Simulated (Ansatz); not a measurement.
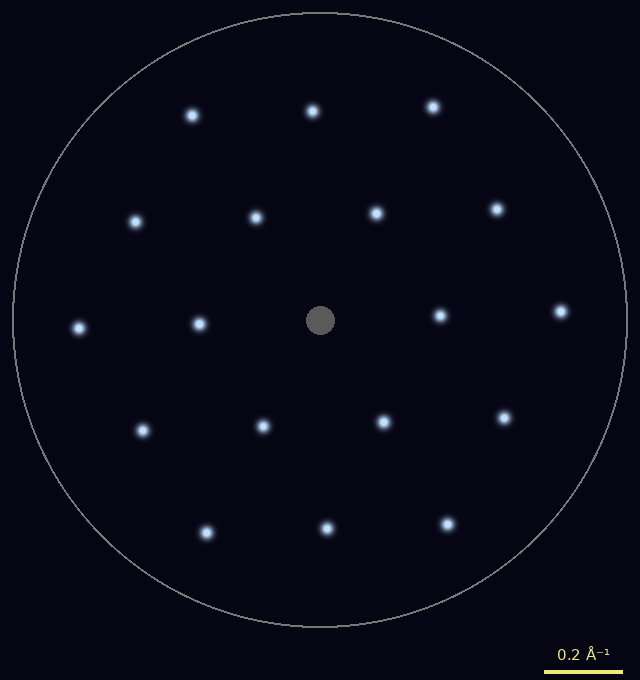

Simulated LEED pattern at 140 eV and normal incidence, from the upper face of a slab model. Spot positions follow from the surface net; brightness is a rough single-scattering estimate from the outer layers, good only for telling present from absent.

Find the real-space surface cell from the pattern.

The spots form a hexagonal reciprocal net with shortest vectors 0.309 and 0.309 Å⁻¹ at 60.0°. The primitive real-space mesh has edges 3.73 and 3.73 Å at 60.0° (or its supplement) and area 12.1 Å².

The slab has composition SbP (2 atoms a cell, 1.4 Å thick). Structure: the input geometry of an electronic-structure calculation (not necessarily at equilibrium); the starting structure was generated, so it need not be a known form of this composition.

```xyz
2
Lattice="3.7334 0.0000 0.0000 -1.8667 3.2332 0.0000 0.0000 0.0000 26.8369" Properties=species:S:1:pos:R:3 pbc="T T T"
Sb    1.8667    1.0777    8.7167
P     0.0000    2.1555    7.2833
```
